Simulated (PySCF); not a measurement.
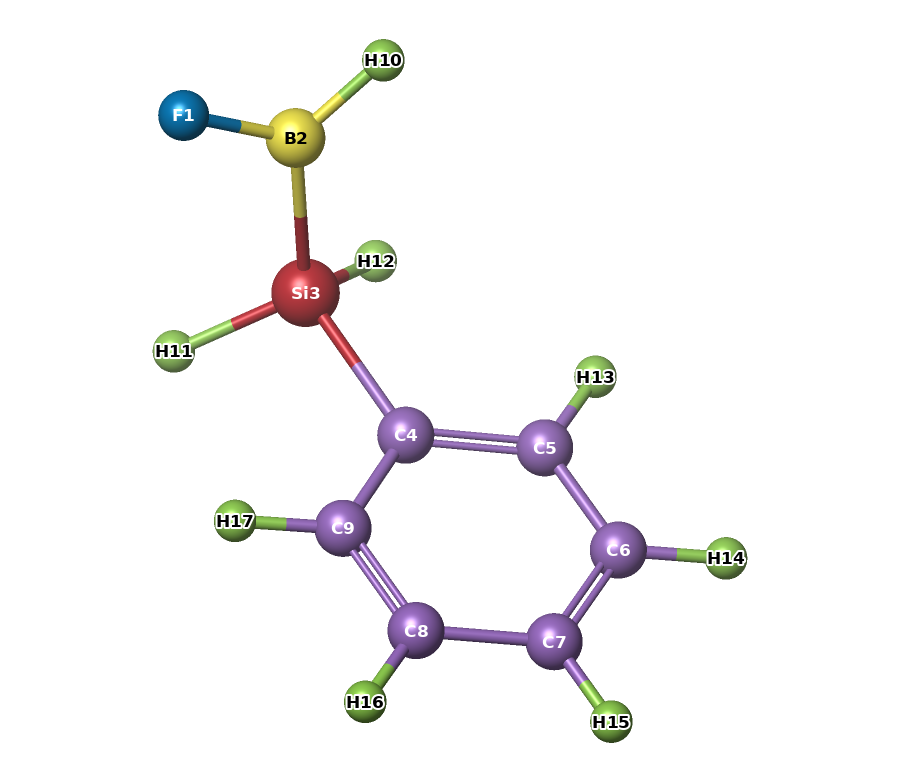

Computed geometry: GFN2-xTB optimisation. No frequency run is at hand to confirm it as a minimum. Electric field gradients from the ground-state density, PBE0/pcSseg-1 (PySCF 2.14.0), non-relativistic apart from any core potentials.

Give the largest field-gradient component, the quadrupole coupling constant and the asymmetry for 11B at B2 (Q = 40.59 mb).

```json
{"atom": "B2", "V_zz (a.u.)": "0.500", "e²qQ/h (MHz)": "4.77", "η": "0.52"}
```

The geometry is semi-empirical. Around B, Si such bond lengths and angles can be off by a tenth of an ångström or more and by several degrees, and values that hang on the shape move with them.
